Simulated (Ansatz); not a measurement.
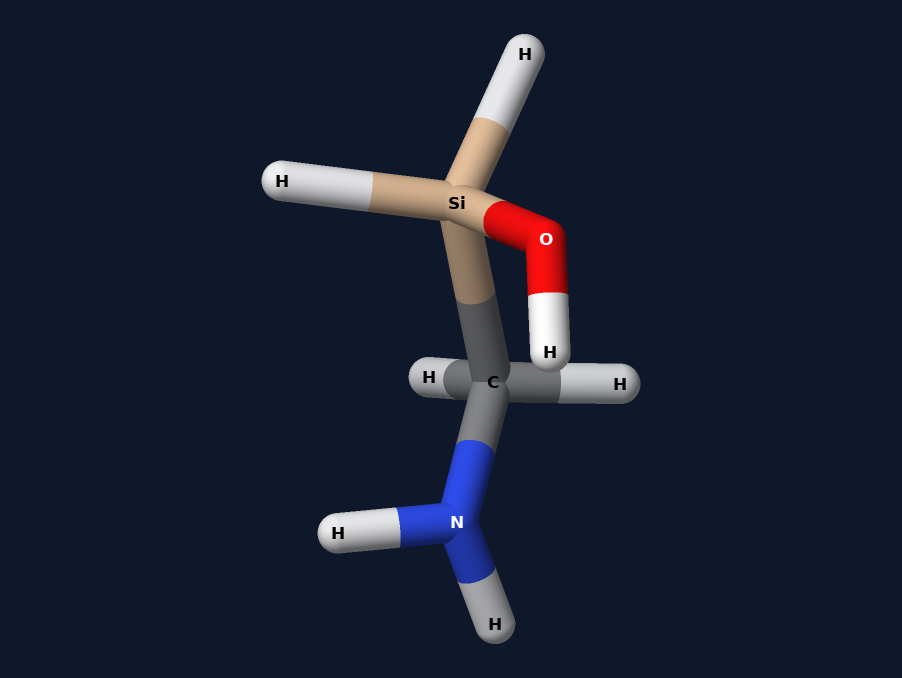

A stick model of a molecule. Every bond is drawn as one stick, whatever its order.

The geometry was computed by an optimisation with PBE0-D4/def2-TZVP.

Question: Give the formula.

Answer: CH7NOSi, 11 atoms: 1 carbon, 7 hydrogen, 1 nitrogen, 1 oxygen and 1 silicon.

Question: What is its SMILES?

Answer: NC[SiH2]O

Question: What is the point group of this geometry?

Answer: C1.

Question: Does it have rings?

Answer: It has no ring.

Question: How many bonds of each kind are drawn?

Answer: 2 N–H, 2 C–H, 2 Si–H, 1 C–N, 1 C–Si, 1 O–Si, 1 O–H.

The parts below concern this one geometry. Atoms keep their numbers from picture to picture.

### Geometry

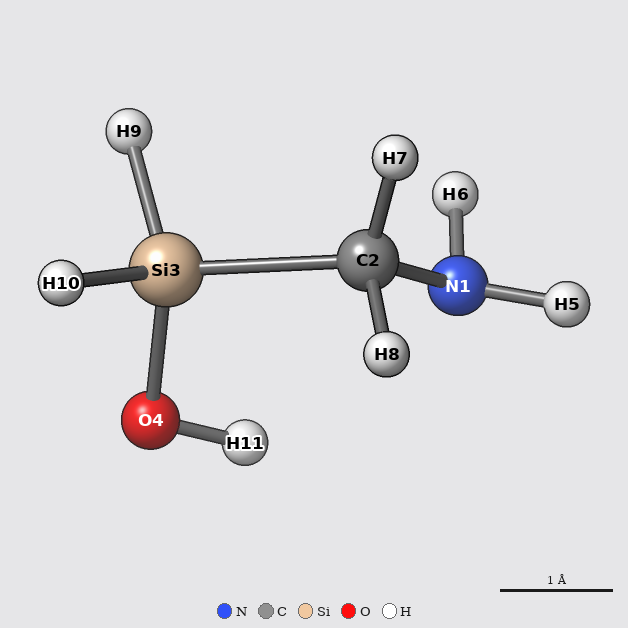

List the bonds and their lengths.

| bond | length (Å) | order |
| --- | --- | --- |
| N1–C2 | 1.468 | single |
| N1–H5 | 1.012 | single |
| N1–H6 | 1.013 | single |
| C2–Si3 | 1.883 | single |
| C2–H7 | 1.099 | single |
| C2–H8 | 1.095 | single |
| Si3–O4 | 1.646 | single |
| Si3–H9 | 1.493 | single |
| Si3–H10 | 1.485 | single |
| O4–H11 | 0.965 | single |

### Levels of theory compared

Program: Ansatz 0.2.0.

At this fixed geometry, give dipole (D), HOMO–LUMO gap (eV) at these levels: B3LYP-D4/def2-TZVPP; PBE-D4/def2-TZVPP; r2SCAN-D4/def2-TZVPP; ωB97M-V/def2-TZVPP.

| level | dipole (D) | HOMO–LUMO gap (eV) |
| --- | --- | --- |
| B3LYP-D4/def2-TZVPP | 2.94 | 7.20 |
| PBE-D4/def2-TZVPP | 2.91 | 5.41 |
| r2SCAN-D4/def2-TZVPP | 2.93 | 6.25 |
| ωB97M-V/def2-TZVPP | 2.94 | 11.63 |

### Thermal motion

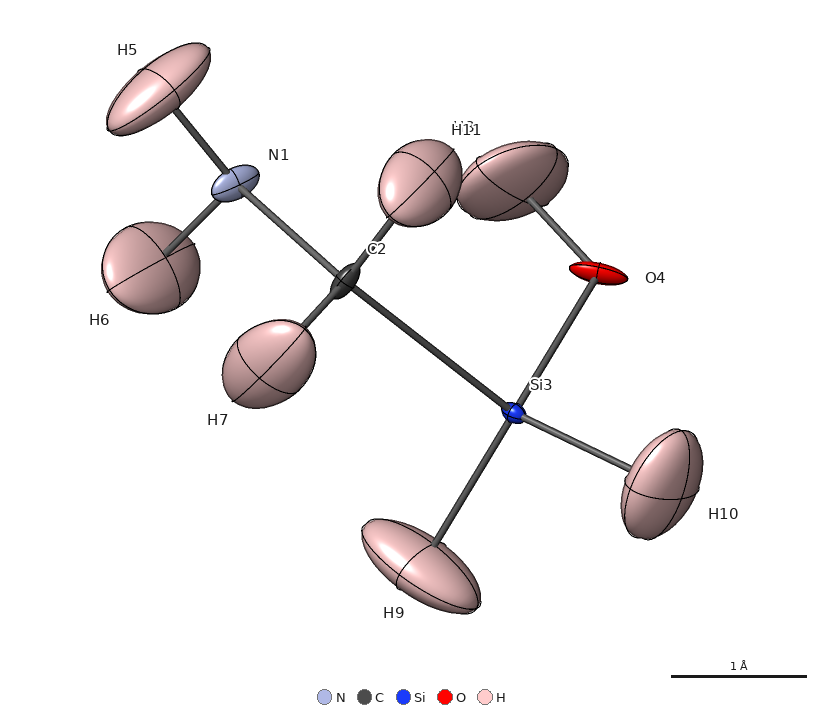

Displacement ellipsoids at the 50 % level, enlarged 1.5 times, from the internal vibrations of the free molecule (harmonic, no overall translation or rotation; no half-axis is drawn under 0.075 Å). Vibrations computed with RKS PBE0-D4/def2-TZVP (Ansatz 0.2.0). Temperature: 100 K.

Question: Which atom moves most?

Answer: H11, with U_eq = 0.0299 Å².

Question: Does H6 move more along its bond or across it?

Answer: Across it: the root-mean-square amplitude is 0.091 Å along the bond and up to 0.226 Å across, since bending and torsion are softer than stretching.

List U_eq and the three principal root-mean-square amplitudes for each kind of atom.

```
atom  U_eq (Å²)   rms amplitudes (Å)
  N1     0.0037  0.027, 0.052, 0.088
  C2     0.0025  0.033, 0.043, 0.067
 Si3    0.00100  0.019, 0.024, 0.045
  O4     0.0039  0.028, 0.042, 0.096
  H5     0.0230  0.083, 0.124, 0.216
  H6     0.0267  0.077, 0.152, 0.226
  H7     0.0224  0.083, 0.128, 0.210
  H8     0.0208  0.085, 0.127, 0.198
  H9     0.0275  0.089, 0.142, 0.233
 H10     0.0236  0.092, 0.151, 0.199
 H11     0.0299  0.080, 0.181, 0.225
```

### Vibrations

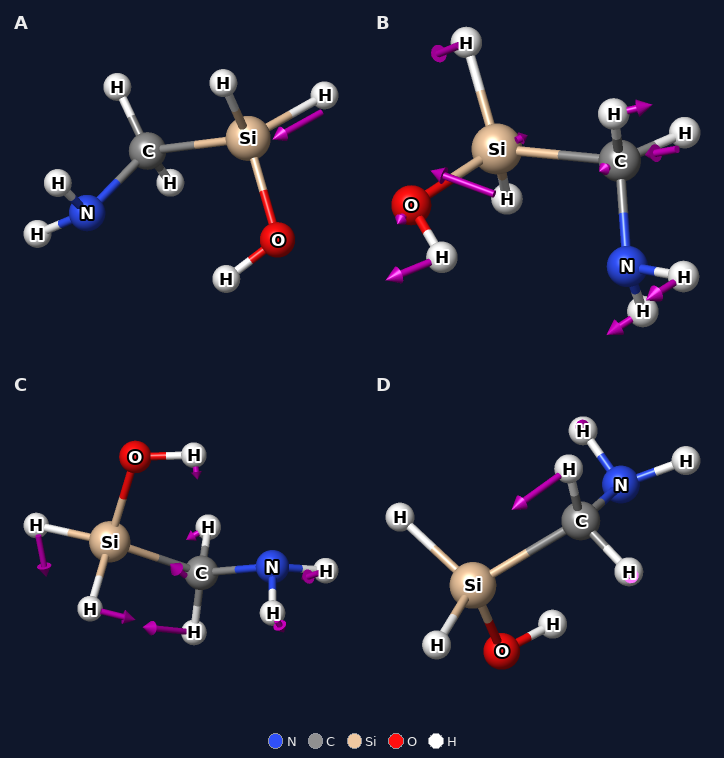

4 normal modes of one molecule or complex, as arrows. Harmonic vibrations computed with RKS PBE0-D4/def2-TZVP (Ansatz 0.2.0) at a stationary point of the same level.

Question: Match the panels to the wavenumbers 664 cm⁻¹, 932 cm⁻¹, 1253 cm⁻¹, 2234 cm⁻¹.

Answer: A: 2234 cm⁻¹, Si–H stretching
B: 932 cm⁻¹
C: 664 cm⁻¹
D: 1253 cm⁻¹, angle bending
